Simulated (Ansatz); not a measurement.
Consider Al₄AsN₃.

Input

```
crystal:
  lattice:
    - [5.3251322112, 0.0, 0.0299733079]
    - [0.0, 3.315038808, 0.0]
    - [0.0316680561, 0.0, 5.8250028397]
  atoms:
    - { symbol: "N", position: [-0.0082234805, 0.0, 0.3156691673] }
    - { symbol: "N", position: [-0.0016899675, 0.5, 0.8517209212] }
    - { symbol: "N", position: [0.4887873155, 0.5, 0.1696350793] }
    - { symbol: As, position: [0.508544076, 0.0, 0.6568462985] }
    - { symbol: Al, position: [0.3518332658, 0.0, 0.2897461732] }
    - { symbol: Al, position: [0.3474608768, 0.5, 0.8807246422] }
    - { symbol: Al, position: [0.8583644718, 0.5, 0.1668583122] }
    - { symbol: Al, position: [0.9549234421, 0.0, 0.6687994061] }
kpoints:
  mp_grid: { grid: [6, 8, 4] }
  band_path:
    path:
      - [0.0, 0.0, 0.0]
      - [1.255816243909e-34, -0.5, 2.061221471518e-18]
      - [4.864641096994e-19, -0.5, -0.5]
      - [4.864641096994e-19, 7.160839558003e-20, -0.5]
      - [0.0, 0.0, 0.0]
      - [-0.5, -9.686026025877e-19, -0.5]
      - [-0.5, -0.5, -0.5]
      - [1.255816243909e-34, -0.5, 2.061221471518e-18]
      - [-0.5, -0.5, 1.040566244199e-17]
      - [-0.5, -1.040210998168e-18, 8.497191196198e-18]
      - [0.0, 0.0, 0.0]
    npoints: 10
hamiltonian:
  xc: pbe
scf:
  occupations: { method: fermi_dirac, width: 0.02 }
  n_extra_bands: 6
output:
  forces: true
  stress: true
  eigenvalues: true
  write_density: true
  write_potential: true
  elf: true
  volumetric_format: npy
```

Run with:

```sh
ansatz run input.yaml --threads 4 --pin off --max-ram 6451MiB --backend cpu --events-out ev --progress --plain --runs-dir out
```

Below, planes, directions and counts refer to the conventional cell (a = 5.33 Å, b = 3.32 Å, c = 5.83 Å, α = 90.00°, β = 90.63°, γ = 90.00°).

Space group Pm; started from the ordered alloy on wurtzite lattice prototype, which need not be the ambient phase; computed pressure about 4 GPa in this cell.

Computed with DFT, PBE, plane waves, PAW in Ansatz.

What can the converged valence pseudo-density and electron localisation function tell about the bonding?

Answer. Al–N (1.97 Å): ρ at the midpoint is about 0.6 e/Å³; the ELF peaks at about 0.90 between the atoms: a shared but strongly polarised pair.
Al–As (2.38 Å): ρ is about 0.51 e/Å³ halfway; the ELF peaks at about 0.90 between the atoms.

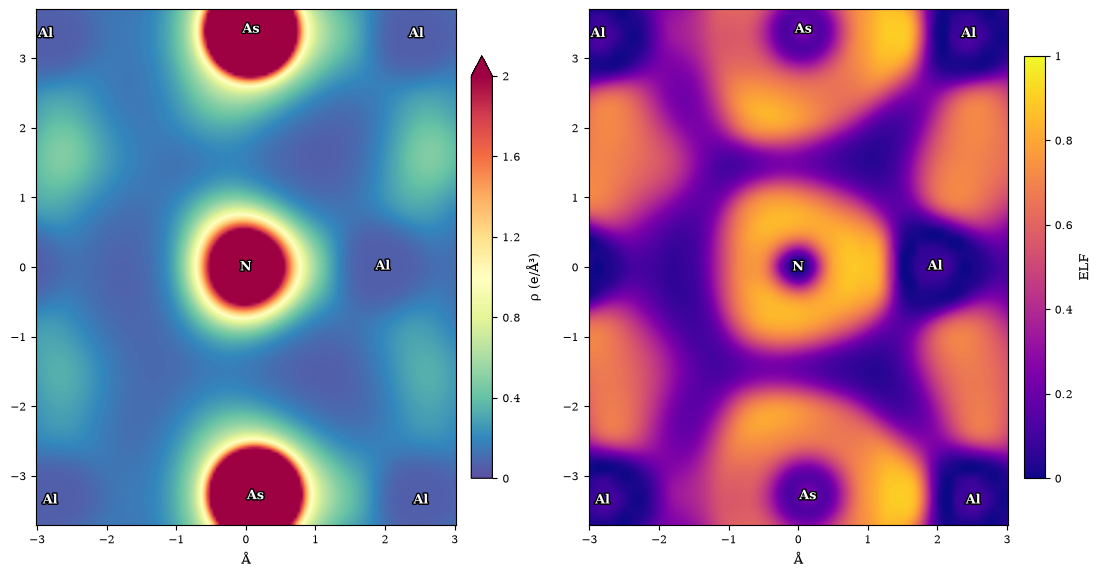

Computed valence pseudo-density and electron localisation function on the (011̄) plane of the conventional cell, in this order. Atoms just off the plane (N, 0.9 Å away and Al, 0.8 Å away) can leave unmarked features too.

The density is the valence pseudo-density of a PAW calculation; it isn't the true density close to the nuclei.
